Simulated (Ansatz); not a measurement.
# Static equation of state of glassy Na2MgSi3O8 (126 atoms)

Density of this cell: 2.53 g/cm³. The cell holds 126 atoms: 9 Mg, 18 Na, 72 O and 27 Si. Its edges and angles: a = 11.654 Å, b = 11.914 Å, c = 12.007 Å, α = 89.0°, β = 88.7°, γ = 88.3°. The starting structure: 126 atoms (9 Mg, 18 Na, 72 O, 27 Si) placed at random at 2.58 g/cm³, melted at 4500 K for 20 ps at fixed volume with the Morse and Coulomb pair potential with partial charges (Pedone, Malavasi, Menziani, Cormack and Segre, J. Phys. Chem. B 110, 11780 (2006)). Quenched from 4500 K to 300 K at 20 K/ps and fixed volume, held 20 ps at zero pressure.

Calculated with Ansatz 0.2.0: Kohn-Sham DFT, PBE, PAW (set soft_2), plane waves; cutoff 420 eV, Γ point, fixed occupations. Cell and atoms were relaxed first, to V0 = 13.219 Å³ an atom at a residual P0 = 0.010 GPa. The cell was then scaled evenly, and the atoms were relaxed at each volume.

| volume (Å³/atom) | pressure (GPa) |
| --- | --- |
| 11.897 | 5.891 |
| 12.426 | ? |
| 12.823 | 1.548 |
| 13.616 | -1.447 |
| 14.013 | -2.678 |

Task: Fit the third-order Birch–Murnaghan equation to the rows given and interpolate to the withheld row.

**Working.**

Take the Eulerian strain f = ½[(V0/V)^(2/3) − 1] and the normalised pressure F = (P − P0) / [3f(1 + 2f)^(5/2)]. The third-order Birch–Murnaghan equation is then the line F = B0 + (3/2)B0(B′ − 4) f, so u = f and v = F.

| u = f | v = F (GPa) |
| --- | --- |
| 0.0363828 | 45.2007 |
| 0.0102568 | 47.5054 |
| -0.00975660 | 52.3094 |
| -0.0190506 | 51.8237 |

With n = 4: mean u = 0.00445810, mean v = 49.2098, Σ(u − ū)² = 0.0018075, Σ(u − ū)(v − v̄) = -0.24338. Slope b = -0.24338 / 0.0018075 = -134.65; intercept a = v̄ − b ū = 49.810.

So B0 = a = 49.8 GPa and B′ = 4 + 2b/(3a) = 2.20. At the withheld volume f = 0.02106, F = a + b f = 46.97 GPa, and P = P0 + 3f(1 + 2f)^(5/2) F.

Prediction at 12.426: 3.300 GPa. The run gave 3.333 GPa, so the fit is low by 0.033 GPa (1.0 % of the value).

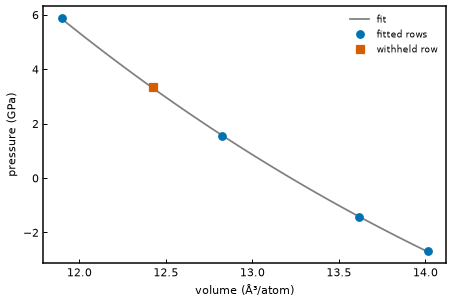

The fit, the rows that it rests on and the withheld row.

Among the rows given, the largest miss of the fit is at 11.897, by 0.038 GPa (0.44 % of the range of the table).

Limits: Static cells at zero temperature; the cell shape is held. The program notes that the SCF threshold of these relaxations is loose for the stress. The quench rate of 20 K/ps is many orders above laboratory rates, so the cell is likely richer in defects and strain than a real sample. The network of bonds at the start is that of the classical potential that made the cell, and needn't be the one that DFT or experiment would give. Only the Γ point is sampled, in a cell whose shortest periodic width is 12 Å.

[Hosts, paths, dates, database ids (printed as entryN), source tags and the programs' standing remarks are cut or masked in the printed files.]
